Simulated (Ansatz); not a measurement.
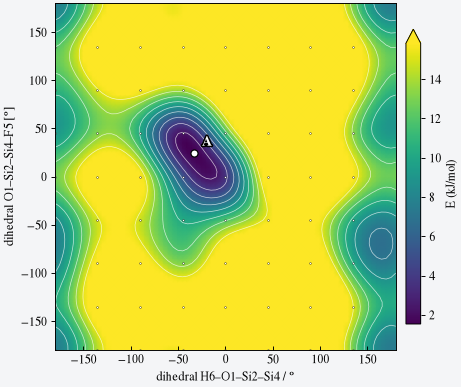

F₂H₄OSi₂, SMILES O[SiH](F)[SiH2]F. Coordinates scanned: (1) dihedral H6–O1–Si2–Si4; (2) dihedral O1–Si2–Si4–F5. Nothing is relaxed (all other coordinates rigid). The scan uses an 8 × 8 grid. Energies are in kJ/mol, from the relaxed molecule at the same level. Theory: Ansatz, RKS wB97X-V/def2-SVP.

Drawn: a smooth colour map with a few white contour lines, dots at the grid points, one colour for all values above the top of the scale, the well A. Between grid points the surface is interpolated.

**Estimate the position of the minimum and the force constants in these coordinates. Take the well at A.**

The interpolated minimum is at dihedral H6–O1–Si2–Si4 ≈ −33°, dihedral O1–Si2–Si4–F5 ≈ 25°. The curvatures there are about 0.34 eV/rad² and 0.24 eV/rad², with a cross term of about 0.23 eV/rad². Round the minimum the valley is strongly tilted: raising dihedral H6–O1–Si2–Si4 shifts the best value of dihedral O1–Si2–Si4–F5 downwards (coupling k₁₂/√(k₁₁k₂₂) about 0.8). (1 eV is 96.5 kJ/mol.)
